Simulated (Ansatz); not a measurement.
```
atom    x (Å)   y (Å)    z (Å)
   B   0.0000  0.0000  -0.0835
   H   0.0000  0.0000   1.1147
   H   1.0474  0.0000  -0.6737
   H  -1.0474  0.0000  -0.6737
   F   0.0000  0.0000   3.2263
```

Not at a stationary point (largest force 0.5 eV/Å).

The calculation used Ansatz, UKS CAM-B3LYP-D4/def2-SVP.

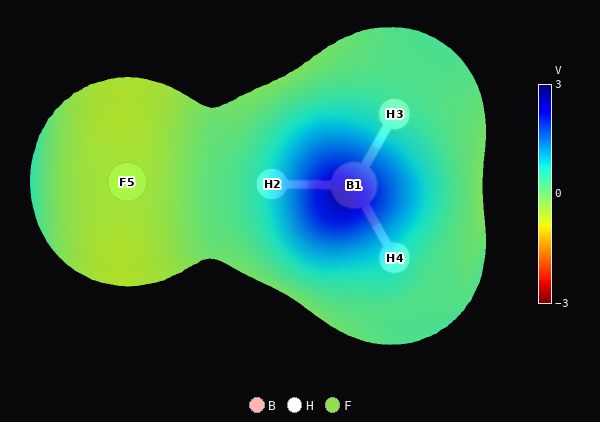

BH₃···F (doublet). The molecular electrostatic potential painted on the density surface at 0.002 e/bohr³, seen across its widest extent; red is negative and blue positive.

**Describe the electrostatic potential map.**

The most negative region (about −0.6 V) lies over F5, the most positive (about +2.4 V) over B1.
